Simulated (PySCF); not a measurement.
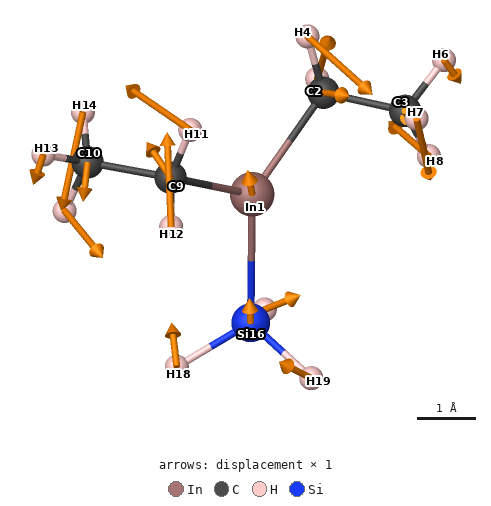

This is a relaxation of C4H13InSi. The starting structure is drawn; orange arrows show the displacements, at their true length. The two geometries are superimposed by the best rigid fit.

Style: ball-and-stick. Shown at a tilt.

The start comes from GFN2-xTB. Its atoms were then displaced at random by about 0.03 Å.

All numbers below come from PySCF 2.14.0, density-fitted response routines, PBE0-D3(BJ)/def2-SVP geometry optimisation, gas phase. 

Which element moves most?

Hydrogen: up to 1.93 Å, against 0.86 Å for carbon.

What happened in the run?

The largest move after the best rigid fit is that of an H atom, 1.93 Å. Largest moves by element: H 1.93 Å, C 0.86 Å, In 0.52 Å, Si 0.48 Å. Some distances before and after: C–In 2.404 → 2.187 Å, C–H 1.165 → 1.104 Å, C–H 1.054 → 1.104 Å, C–H 1.143 → 1.104 Å. Among the angles between lasting bonds that change: In–C–H 116.0° → 106.2°, C–In–C 114.3° → 122.8°, C–In–Si 126.4° → 118.3°. Groups turn about C–In by about 80°, C–In by about 80°. Over 24 geometry steps the energy falls by 0.690 eV.
